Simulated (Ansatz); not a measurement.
Single-point calculation of C₂H₅Si (charge +1)

System: C₂H₅Si, charge +1.
Method: RKS PBE0-D4/def2-TZVPP (Ansatz 0.2.0).

The geometry comes from this level: PBE0-D4/def2-TZVP.

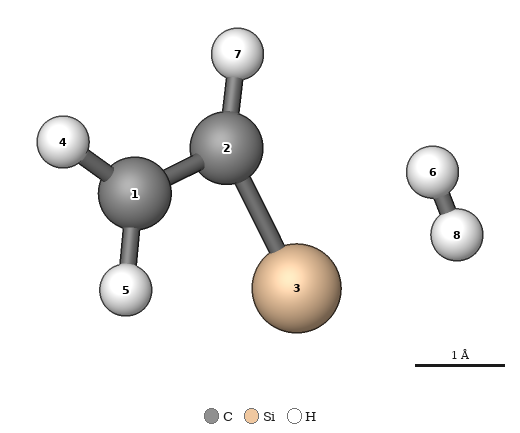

*The input geometry (ball-and-stick view, seen at a tilt; atoms are numbered from 1 in the order of the input).*

## Results in brief

```json
{"quantity": "outcome", "value": "converged"}
{"quantity": "total energy", "value": "−10017.4902 eV"}
{"quantity": "mean-field energy", "value": "−10017.3922 eV"}
{"quantity": "dispersion energy", "value": "−0.0980 eV"}
{"quantity": "SCF solution under orbital rotations", "value": "stable"}
{"quantity": "HOMO", "value": "−13.85 eV"}
{"quantity": "LUMO", "value": "−8.50 eV"}
{"quantity": "hardware", "value": "2 threads of Arm Neoverse V1, 95 GiB of memory available, shared host"}
{"quantity": "wall time", "value": "2.4 s (CPU time 4.4 s)"}
{"quantity": "peak memory", "value": "0.3 GiB"}
```

## The input
```yaml
crystal:
  periodic: [false, false, false]
  atoms:
    - {symbol: C, position_ang: [-0.630780, 0.751601, -0.716568]}
    - {symbol: C, position_ang: [0.179514, -0.277772, -0.394331]}
    - {symbol: Si, position_ang: [-0.859059, -0.906568, 0.927798]}
    - {symbol: H, position_ang: [-0.439306, 1.479447, -1.503513]}
    - {symbol: H, position_ang: [-1.581921, 0.935140, -0.182868]}
    - {symbol: H, position_ang: [0.806527, -2.464926, 1.108410]}
    - {symbol: H, position_ang: [1.114770, -0.479697, -0.899775]}
    - {symbol: H, position_ang: [0.313374, -2.671959, 1.653698]}
basis:
  gaussian: {orbitals: def2-TZVPP}
total_charge: 1
hamiltonian: {xc: pbe0, dispersion: d4}
output: {orbitals: {seedname: orbitals}}
```

Command:
```bash
ansatz run in.yaml --threads 2 --pin off --events-out ev --progress --plain --max-ram 4352MiB
```

## What the program printed
```
Functional definition: PBE0
  name "PBE0"
  cite "Adamo & Barone, J. Chem. Phys. 110, 6158 (1999) doi:10.1063/1.478522"
  cite "Perdew, Burke & Ernzerhof, Phys. Rev. Lett. 77, 3865 (1996) doi:10.1103/PhysRevLett.77.3865"
  parent pbe
  parameter a = 0.25
  parameter kappa = 0.804
  parameter beta = 0.06672455060314922
  exchange = (1 - a)*pbe_x(kappa = kappa, mu = beta*pi^2/3) + a*exact_x
  correlation = pbe_c(beta = beta)
946 factors; their error is unknown
mean field evaluation 1: about -10004.3919 eV, gradient 7.2e1 eV
mean field evaluation 2: about -9958.5490 eV, gradient 1.3e2 eV
mean field evaluation 4: about -10016.8760 eV, gradient 1.4e1 eV
mean field evaluation 8: about -10017.3782 eV, gradient 1.3e-1 eV
mean field evaluation 16: about -10017.3922 eV, gradient 1.9e-5 eV
mean field -10017.39221361 eV, -368.1323738179 hartree, gradient 1.9e-5 eV, S^2 0.000000; 0 other end points of the search recorded, 0 dependent functions left out
reference -10017.39224157 eV, -368.1323748455 hartree; 15, 15 occupied and 159, 159 virtual orbitals, 946 factors
Total energy: -10017.49024187 eV, -368.1359762900 hartree
```

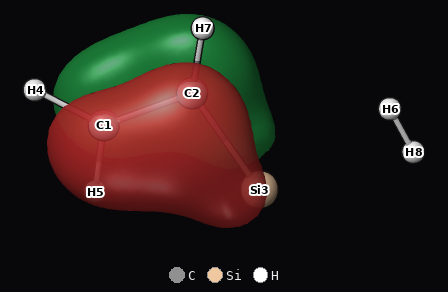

*The HOMO−1 at ±0.15 Å⁻³ᐟ² (green and red are the two phases), seen at a tilt.*

Its energy is −14.85 eV.

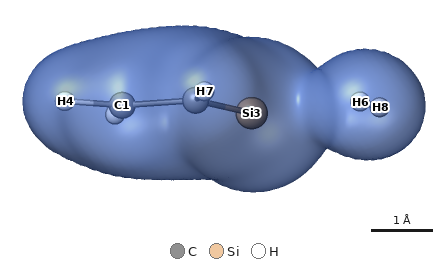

*Isosurface of the total electron density at 0.1 e/Å³ (blue), seen from the side.*

At this value the surface is in one piece. On the grid the lowest density along these lines, outside the cores, is 0.2 e/Å³ (Si···H, 2.24 Å), 2.3 e/Å³ (C–C, 1.35 Å), 0.92 e/Å³ (C–Si, 1.80 Å) and 1.7 e/Å³ (H–H, 0.76 Å).

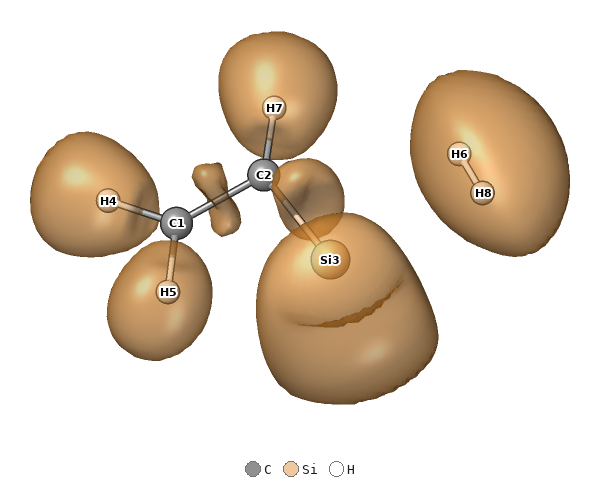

*Isosurface of the electron localisation function at 0.85 (orange), seen at a tilt. Core shells and regions of very low density are left out.*

Values along the shortest contacts: Si3···H8 (2.24 Å): the ELF climbs to about 1 towards the hydrogen, as it does in any bond to H; a non-bonded, intermolecular contact. C–C (1.35 Å): the ELF peaks at about 0.90 between the atoms; a multiple bond by its length, whose ELF region spreads away from the axis.

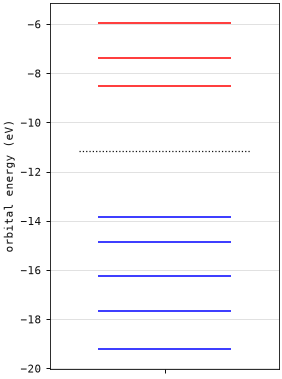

*Orbital energies near the frontier; the dotted line parts filled from empty levels, and levels within 0.02 eV of each other stand side by side.*

Highest filled −13.85 eV, lowest empty −8.50 eV, 5.35 eV apart.
